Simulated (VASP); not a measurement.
Band structure of NdN (space group Fm-3m). These are PBEsol GGA, VASP's PBE PAW potentials (set 64) (plane waves; VASP) values and carry that method's errors.

The 4f electrons are frozen in the core of the lanthanide potential, so 4f levels, which can set the real gap, and their magnetism are missing.

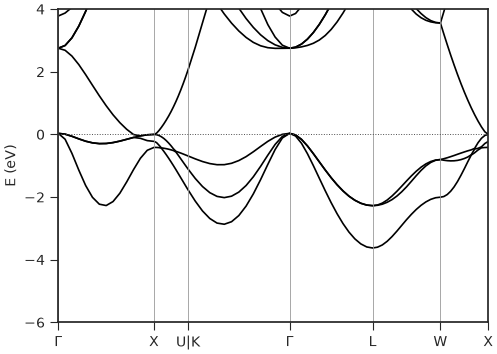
Fig. 1. Bands along high-symmetry lines, zero at the valence-band maximum or, without a gap, the Fermi level

Problem. Read the plot: is there a gap, and where are the band edges?

Solution. It has no gap at this level: it comes out as a metal or semimetal. (Edges off the drawn lines would not show.)

The structure comes from a measured NdN entry (Fm-3m) of the Crystallography Open Database, whose conditions weren't checked. It was relaxed first.
